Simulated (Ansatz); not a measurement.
# Trigonal tellurium under LDA: convergence with the plane-wave cutoff, part 1 of 2

Aim: find which plane-wave cutoff is enough for energy and pressure. The geometry was relaxed under LDA beforehand and stays fixed; 9 values are run, from 150 to 800 eV. Wanted are the values from which on the energy stays within 10 and 1 meV/atom, and the pressure within 0.5 GPa, of the last run. Within the series other settings stay, but some runs also write fields, which adds to their time. Spin polarisation is left out.

Method: DFT LDA, plane waves with PAW, scalar-relativistic, in Ansatz 0.2.0.

### 1 The system as given

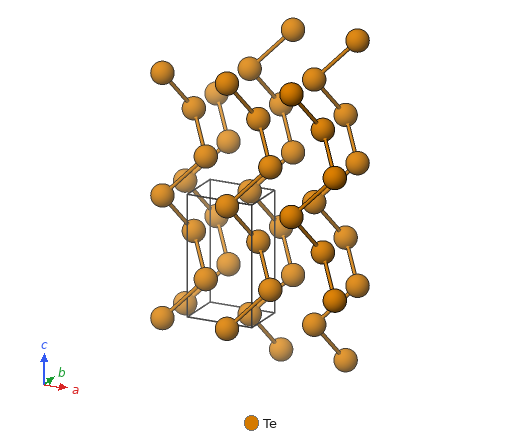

The structure, seen slightly off an axis (tellurium orange). 2×1×2 cells are drawn. Any atoms on the faces are drawn again on the opposite ones, and bonded neighbours outside are added.

As a file:

```cif
data_structure
_symmetry_space_group_name_H-M 'P3_121'
_symmetry_Int_Tables_number 152
_cell_length_a 4.2966
_cell_length_b 4.2966
_cell_length_c 5.9041
_cell_angle_alpha 90.000
_cell_angle_beta 90.000
_cell_angle_gamma 120.000
_cell_volume 94.39
loop_
_atom_site_label
_atom_site_type_symbol
_atom_site_symmetry_multiplicity
_atom_site_Wyckoff_symbol
_atom_site_fract_x
_atom_site_fract_y
_atom_site_fract_z
_atom_site_occupancy
Te1 Te 3 a 0.28554 0.00000 0.33333 1
```

### 2 The usual settings first

File input.yaml:

```yaml
crystal:
  lattice:
    - [4.2966332825, 0.0, 0.0]
    - [-2.1483166412, 3.7209935734, 0.0]
    - [0.0, 0.0, 5.9041060663]
  atoms:
    - { symbol: Te, position: [0.2855404168, 1.0, 0.3333333333] }
    - { symbol: Te, position: [1.0, 0.2855404168, 0.6666666667] }
    - { symbol: Te, position: [0.7144595832, 0.7144595832, 1.0] }
hamiltonian:
  xc: lda
  pseudopotentials:
    kind: paw
    azcp:
      Te: "pseudopotentials/Te.paw.azcp"
basis:
  ecutwfc: 420
  fft_grid_basis: typed
kpoints:
  mp_grid: { grid: [8, 8, 5], shift: [0, 0, 0] }
magnetization:
  spin_polarized: false
scf:
  occupations: { method: fermi_dirac, width: 0.05 }
  lower_state_search: "off"
output:
  stress: true
```

Command:

```bash
$ ansatz run input.yaml --threads 2 --pin off --max-ram 5120MiB --backend cpu --events-out ev --progress --plain --runs-dir out
```

Log, cut to the lines that bear on the results:

```text
Warning: <dir> the record states the generating functional pbe (its physics header spells it `PBE`), which answers neither for hamiltonian.xc's functional nor for the lda family's — results may be inconsistent (PPs are generated against a specific XC)
Warning: RAYON_NUM_THREADS=2 ignored (pool sized by the plan → 2); use --threads N
[...]
Pseudopotentials: kind: paw
Pseudopotential: Te, paw, valence charge 16, recommended cutoff 420 eV (normal), <dir>
Functional definition: SPW92
[...]
Crystal: 3 atoms, lattice volume = 94.393 Å³
Basis set: ecut = 420 eV, 1861 PW (Γ)
Bands: 28, of which v1, the nominal top of the filled ones, is band 24 counted from 1 (23 counted from 0)
Symmetry: 6 space group operations
Space group: P3121 (ITA 152), of the structure as read, at distance tolerance 4.6e-5 Å
k-points: 40 of 320 (time reversal used)
[...]
SCF iter   1: F=—  HF=-20481.601239 eV  |F-HF|=—  |Δ(HF+E_count)|=         —  Δρ=4.63e-3  dr2=8.19e-3  ethr=1.77e-3  ⟨swp⟩=7.0  Hψ=4997  notcnv=0
[...]
SCF iter   6: F=-20481.594304 eV  HF=-20481.594304 eV  |F-HF|=1.62e-8  |Δ(HF+E_count)|=   5.40e-8  Δρ=5.35e-6  dr2=1.74e-8  ethr=2.08e-10  ⟨swp⟩=5.0  Hψ=3712  notcnv=0
[...]
SCF converged after 6 iterations
Free energy (F): -20481.594304 eV
[...]
E sigma→0 (E₀):  -20481.594119 eV
Entropy (-TS):   -0.000371 eV (-0.124 meV/atom)
Fermi energy:    9.710828 eV
[...]
--- Stress (GPa, compression-positive) ---
       -0.165811       0.000000       0.000000
        0.000000      -0.165811      -0.000000
        0.000000      -0.000000       0.051997
  P = ⅓ Tr σ = -0.0932 GPa (-0.932 kbar)
```

Run time: 1.9 s. Hardware: 2 threads of Intel Xeon 6975P-C (Granite Rapids), shared host; peak memory 0.39 GiB.

### 3 With a cutoff of 150 eV

The run at 150 eV.

Changes to input.yaml since step 2:

```diff
@@ -16,6 +16,6 @@
 basis:
-  ecutwfc: 420
+  ecutwfc: 150
   fft_grid_basis: typed
 kpoints:
-  mp_grid: { grid: [8, 8, 5], shift: [0, 0, 0] }
+  mp_grid: { grid: [9, 9, 6], shift: [0, 0, 0] }
 magnetization:
```

Command:

```bash
$ ansatz run input.yaml --threads 2 --pin off --max-ram 5120MiB --backend cpu --events-out ev --progress --plain --runs-dir out
```

Log, cut to the lines that bear on the results:

```text
Warning: basis.ecutwfc = 150 eV is below the records' recommended 420 eV, and the density's cutoff is lower with it unless basis.ecutrho_ratio is high enough to keep the records' density cutoff: compare with a run at a higher cutoff
Warning: <dir> the record states the generating functional pbe (its physics header spells it `PBE`), which answers neither for hamiltonian.xc's functional nor for the lda family's — results may be inconsistent (PPs are generated against a specific XC)
Warning: RAYON_NUM_THREADS=2 ignored (pool sized by the plan → 2); use --threads N
[...]
[... 3 set-up lines as earlier in the session ...]
[...]
Crystal: 3 atoms, lattice volume = 94.393 Å³
Basis set: ecut = 150 eV, 413 PW (Γ)
Bands: 28, of which v1, the nominal top of the filled ones, is band 24 counted from 1 (23 counted from 0)
[... 2 set-up lines as earlier in the session ...]
k-points: 62 of 486 (time reversal used)
[...]
SCF iter   1: F=—  HF=-20353.382630 eV  |F-HF|=—  |Δ(HF+E_count)|=         —  Δρ=2.13e-1  dr2=2.36e1  ethr=1.77e-3  ⟨swp⟩=5.8  Hψ=6328  notcnv=0
[...]
SCF iter   7: F=-20327.327778 eV  HF=-20327.327778 eV  |F-HF|=2.30e-8  |Δ(HF+E_count)|=   5.11e-7  Δρ=5.24e-6  dr2=2.94e-8  ethr=2.08e-10  ⟨swp⟩=4.0  Hψ=5447  notcnv=0
[...]
SCF converged after 7 iterations
Free energy (F): -20327.327778 eV
[...]
E sigma→0 (E₀):  -20327.327223 eV
Entropy (-TS):   -0.001110 eV (-0.370 meV/atom)
Fermi energy:    9.041516 eV
[...]
--- Stress (GPa, compression-positive) ---
      -20.001994      -0.000000      -0.000000
       -0.000000     -20.001994       0.000000
       -0.000000       0.000000     -23.226164
  P = ⅓ Tr σ = -21.0767 GPa (-210.767 kbar)
```

Wall time 1.3 s (2 threads of Intel Xeon 6975P-C (Granite Rapids), shared host); peak memory 0.36 GiB.

### 4 With a cutoff of 200 eV

The run at 200 eV.

Changes to input.yaml since step 3:

```diff
@@ -16,3 +16,3 @@
 basis:
-  ecutwfc: 150
+  ecutwfc: 200
   fft_grid_basis: typed
@@ -27 +27,5 @@
   stress: true
+  write_density: true
+  write_potential: true
+  elf: true
+  volumetric_format: npy
```

Command:

```bash
$ ansatz run input.yaml --threads 2 --pin off --max-ram 5120MiB --backend cpu --events-out ev --progress --plain --runs-dir out
```

Log, cut to the lines that bear on the results:

```text
Warning: basis.ecutwfc = 200 eV is below the records' recommended 420 eV, and the density's cutoff is lower with it unless basis.ecutrho_ratio is high enough to keep the records' density cutoff: compare with a run at a higher cutoff
Warning: <dir> the record states the generating functional pbe (its physics header spells it `PBE`), which answers neither for hamiltonian.xc's functional nor for the lda family's — results may be inconsistent (PPs are generated against a specific XC)
Warning: RAYON_NUM_THREADS=2 ignored (pool sized by the plan → 2); use --threads N
[...]
[... 3 set-up lines as earlier in the session ...]
[...]
Crystal: 3 atoms, lattice volume = 94.393 Å³
Basis set: ecut = 200 eV, 601 PW (Γ)
Bands: 29, of which v1, the nominal top of the filled ones, is band 24 counted from 1 (23 counted from 0)
[... 2 set-up lines as earlier in the session ...]
k-points: 62 of 486 (time reversal used)
[...]
SCF iter   1: F=—  HF=-20461.484372 eV  |F-HF|=—  |Δ(HF+E_count)|=         —  Δρ=5.60e-2  dr2=1.34e0  ethr=1.77e-3  ⟨swp⟩=6.2  Hψ=7258  notcnv=0
[...]
SCF iter   6: F=-20459.642138 eV  HF=-20459.642138 eV  |F-HF|=3.17e-9  |Δ(HF+E_count)|=   9.35e-7  Δρ=6.90e-6  dr2=6.14e-8  ethr=2.08e-10  ⟨swp⟩=6.5  Hψ=10797  notcnv=0
[...]
SCF converged after 6 iterations
Free energy (F): -20459.642138 eV
[...]
E sigma→0 (E₀):  -20459.641575 eV
Entropy (-TS):   -0.001126 eV (-0.375 meV/atom)
Fermi energy:    9.608511 eV
[...]
--- Stress (GPa, compression-positive) ---
       -2.004024      -0.000000       0.000000
        0.000000      -2.004024      -0.000000
        0.000000      -0.000000      -2.734109
  P = ⅓ Tr σ = -2.2474 GPa (-22.474 kbar)
--- Band table (eV; the first three rows and the last of 62) ---
[...]
```

Wall time 2.6 s (2 threads of Intel Xeon 6975P-C (Granite Rapids), shared host); peak memory 0.36 GiB.

### 5 With a cutoff of 250 eV

The run at 250 eV.

Changes to input.yaml since step 4:

```diff
@@ -16,3 +16,3 @@
 basis:
-  ecutwfc: 200
+  ecutwfc: 250
   fft_grid_basis: typed
```

Command:

```bash
$ ansatz run input.yaml --threads 2 --pin off --max-ram 5120MiB --backend cpu --events-out ev --progress --plain --runs-dir out
```

Log, cut to the lines that bear on the results:

```text
Warning: basis.ecutwfc = 250 eV is below the records' recommended 420 eV, and the density's cutoff is lower with it unless basis.ecutrho_ratio is high enough to keep the records' density cutoff: compare with a run at a higher cutoff
Warning: <dir> the record states the generating functional pbe (its physics header spells it `PBE`), which answers neither for hamiltonian.xc's functional nor for the lda family's — results may be inconsistent (PPs are generated against a specific XC)
Warning: RAYON_NUM_THREADS=2 ignored (pool sized by the plan → 2); use --threads N
[...]
[... 3 set-up lines as earlier in the session ...]
[...]
Crystal: 3 atoms, lattice volume = 94.393 Å³
Basis set: ecut = 250 eV, 891 PW (Γ)
Bands: 29, of which v1, the nominal top of the filled ones, is band 24 counted from 1 (23 counted from 0)
[... 2 set-up lines as earlier in the session ...]
k-points: 62 of 486 (time reversal used)
[...]
SCF iter   1: F=—  HF=-20479.345207 eV  |F-HF|=—  |Δ(HF+E_count)|=         —  Δρ=1.49e-2  dr2=7.44e-2  ethr=1.77e-3  ⟨swp⟩=6.6  Hψ=7630  notcnv=0
[...]
SCF iter   6: F=-20479.241942 eV  HF=-20479.241942 eV  |F-HF|=8.04e-10  |Δ(HF+E_count)|=   9.11e-8  Δρ=2.84e-6  dr2=7.26e-9  ethr=2.08e-10  ⟨swp⟩=9.7  Hψ=11766  notcnv=0
[...]
SCF converged after 6 iterations
Free energy (F): -20479.241942 eV
[...]
E sigma→0 (E₀):  -20479.241317 eV
Entropy (-TS):   -0.001251 eV (-0.417 meV/atom)
Fermi energy:    9.707297 eV
[...]
--- Stress (GPa, compression-positive) ---
       -0.317462       0.000000       0.000000
        0.000000      -0.317462      -0.000000
        0.000000      -0.000000      -0.052739
  P = ⅓ Tr σ = -0.2292 GPa (-2.292 kbar)
--- Band table (eV; the first three rows and the last of 62) ---
[...]
```

It took 2.9 s on 2 threads of Intel Xeon 6975P-C (Granite Rapids), shared host; peak memory 0.37 GiB.

### 6 With a cutoff of 300 eV

The run at 300 eV.

Changes to input.yaml since step 5:

```diff
@@ -16,3 +16,3 @@
 basis:
-  ecutwfc: 250
+  ecutwfc: 300
   fft_grid_basis: typed
@@ -27,5 +27 @@
   stress: true
-  write_density: true
-  write_potential: true
-  elf: true
-  volumetric_format: npy
```

Command:

```bash
$ ansatz run input.yaml --threads 2 --pin off --max-ram 5120MiB --backend cpu --events-out ev --progress --plain --runs-dir out
```

Log, cut to the lines that bear on the results:

```text
Warning: basis.ecutwfc = 300 eV is below the records' recommended 420 eV, and the density's cutoff is lower with it unless basis.ecutrho_ratio is high enough to keep the records' density cutoff: compare with a run at a higher cutoff
Warning: <dir> the record states the generating functional pbe (its physics header spells it `PBE`), which answers neither for hamiltonian.xc's functional nor for the lda family's — results may be inconsistent (PPs are generated against a specific XC)
Warning: RAYON_NUM_THREADS=2 ignored (pool sized by the plan → 2); use --threads N
[...]
[... 3 set-up lines as earlier in the session ...]
[...]
Crystal: 3 atoms, lattice volume = 94.393 Å³
Basis set: ecut = 300 eV, 1121 PW (Γ)
Bands: 28, of which v1, the nominal top of the filled ones, is band 24 counted from 1 (23 counted from 0)
[... 2 set-up lines as earlier in the session ...]
k-points: 62 of 486 (time reversal used)
[...]
SCF iter   1: F=—  HF=-20481.450502 eV  |F-HF|=—  |Δ(HF+E_count)|=         —  Δρ=5.89e-3  dr2=1.16e-2  ethr=1.77e-3  ⟨swp⟩=6.6  Hψ=7485  notcnv=0
[...]
SCF iter   6: F=-20481.438477 eV  HF=-20481.438477 eV  |F-HF|=2.97e-8  |Δ(HF+E_count)|=   1.41e-7  Δρ=6.67e-6  dr2=2.10e-8  ethr=2.08e-10  ⟨swp⟩=4.5  Hψ=5590  notcnv=0
[...]
SCF converged after 6 iterations
Free energy (F): -20481.438477 eV
[...]
E sigma→0 (E₀):  -20481.437856 eV
Entropy (-TS):   -0.001242 eV (-0.414 meV/atom)
Fermi energy:    9.722532 eV
[...]
--- Stress (GPa, compression-positive) ---
       -0.154593       0.000000       0.000000
        0.000000      -0.154593      -0.000000
        0.000000      -0.000000       0.063273
  P = ⅓ Tr σ = -0.0820 GPa (-0.820 kbar)
```

Wall time 2.9 s (2 threads of Intel Xeon 6975P-C (Granite Rapids), shared host); peak memory 0.37 GiB.

(Continued in part 2 of 2.)
